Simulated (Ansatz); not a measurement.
# ClGeH₆N₃: up Jacob's ladder to CCSD(T)

Aim: compute ClGeH₆N₃ with functionals from several rungs and with coupled cluster. The yardstick is the atomisation energy at the CCSD(T) limit.

Computed with Ansatz 0.2.0, Gaussian basis. Level: functionals in def2-TZVPP, the program's frozen cores in correlated methods.

Levels to be run: LDA (SPW92), PBE-D4, revPBE-D4, BLYP-D4, r2SCAN-D4, B97M-V, PBE0-D4, B3LYP-D4, r2SCANh-D4, r2SCAN0-D4, HSE06-D4, BHLYP-D4, CAM-B3LYP-D4, LC-ωPBE, ωB97X-V, ωB97M-V, B2PLYP, PBE-QIDH; CCSD(T)/def2-SVP; CCSD(T)/def2-TZVPP; MP2/def2-QZVPP; extrapolation to the limit; RPA on PBE.

## (1) The geometry

An earlier PBE0-D4 in a triple-zeta def2 set relaxation fixed the geometry.

SMILES `[NH2][Ge]([NH2])([NH2])[Cl]`, 11 atoms, charge 0, spin multiplicity 1.

Atoms are counted from 1 here; the program's logs count them from 0.

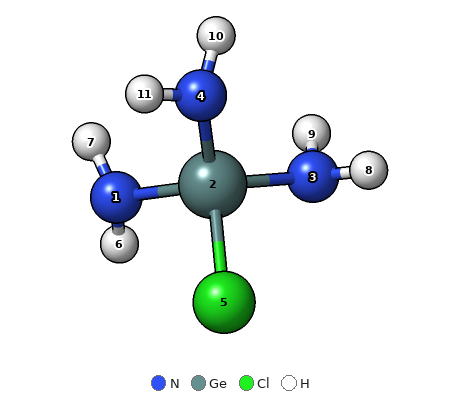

The structure; nitrogen blue, germanium teal, chlorine green, hydrogen white; atoms are numbered from 1 in the order of the file.

## (2) LDA

This LDA is Slater exchange with PW92 correlation.

Input file in.yaml:

```yaml
crystal:
  periodic: [false, false, false]
  atoms:
    - {symbol: N, position_ang: [-1.443736, 0.864688, -0.455171]}
    - {symbol: Ge, position_ang: [0.219896, 0.348760, 0.066227]}
    - {symbol: N, position_ang: [0.212390, -0.539219, 1.654082]}
    - {symbol: N, position_ang: [1.095486, -0.561280, -1.242248]}
    - {symbol: Cl, position_ang: [1.333561, 2.153807, 0.407713]}
    - {symbol: H, position_ang: [-2.001323, 1.342997, 0.237067]}
    - {symbol: H, position_ang: [-1.989452, 0.158771, -0.926201]}
    - {symbol: H, position_ang: [1.112731, -0.837177, 2.000258]}
    - {symbol: H, position_ang: [-0.461427, -1.286533, 1.731364]}
    - {symbol: H, position_ang: [0.906100, -1.551023, -1.288399]}
    - {symbol: H, position_ang: [1.080976, -0.150688, -2.164093]}
basis:
  gaussian: {orbitals: def2-TZVPP}
hamiltonian: {xc: lda}
output: {orbitals: {seedname: orbitals}}
```

Run with:

```bash
> ansatz run in.yaml --threads 4 --pin off --events-out ev --progress --plain --max-ram 11315MiB
```

The runs that follow: PBE-D4 (GGA); revPBE-D4 (GGA); BLYP-D4 (GGA); r2SCAN-D4 (meta-GGA); B97M-V (meta-GGA); B3LYP-D4 (hybrid); r2SCANh-D4 (hybrid); r2SCAN0-D4 (hybrid); HSE06-D4 (hybrid); BHLYP-D4 (hybrid); CAM-B3LYP-D4 (range-separated); LC-ωPBE (range-separated); ωB97X-V (range-separated); ωB97M-V (range-separated); B2PLYP (double hybrid); PBE-QIDH (double hybrid); CCSD(T) in def2-SVP; CCSD(T) in def2-TZVPP; MP2 in def2-QZVPP; RPA on PBE orbitals.

**Question.** What will the summary of the whole plan be? Wanted: atomisation energy, CCSD(T)/CBS; farthest beyond LDA; mean size of error, GGA; mean size of error, meta-GGA; mean size of error, hybrid; mean size of error, range-separated; mean size of error, double hybrid; gap, smallest and largest; T1 diagnostic.

As calculated:

| quantity | value |
| --- | --- |
| atomisation energy, CCSD(T)/CBS | 3645.6 kJ/mol |
| functionals within 36.5 kJ/mol (1.0 %) | BLYP-D4, B97M-V, PBE0-D4, B3LYP-D4, HSE06-D4, CAM-B3LYP-D4, ωB97X-V, ωB97M-V |
| farthest beyond LDA | BHLYP-D4 (-145.0 kJ/mol) |
| mean size of error, GGA | 37.0 kJ/mol |
| mean size of error, meta-GGA | 25.9 kJ/mol |
| mean size of error, hybrid | 66.0 kJ/mol |
| mean size of error, range-separated | 15.6 kJ/mol |
| mean size of error, double hybrid | 61.9 kJ/mol |
| gap, smallest and largest | 5.24 eV (BLYP-D4), 12.81 eV (LC-ωPBE) |
| T1 diagnostic | 0.0099 |
| triples share of the correlation energy | 3.8 % |

**Reading.** LDA overbinds by 560.4 kJ/mol (15 %). PBE-D4 misses by +58.4 kJ/mol. Double hybrids carry the basis error of their MP2 part in triple zeta, and no dispersion term here, so their miss is partly the set-up's. The rungs range-separated, meta-GGA miss on average by less than the doubt on the reference (36.5 kJ/mol), so they tie. Misses under about 36.5 kJ/mol are within the doubt on the reference itself, which lacks core-valence correlation, relativity and higher excitations, and its outer-core shells are covered unevenly. Hartree-Fock recovers 65 % of the binding; the rest is correlation. CCSD(T) in def2-SVP is off by -350.5 kJ/mol, which most functionals beat. The gap grows from 5.2 to 12.8 eV across the functionals, mostly with the share of exact exchange. Correlated methods include outer-core shells of Ge, which these sets cover unevenly.
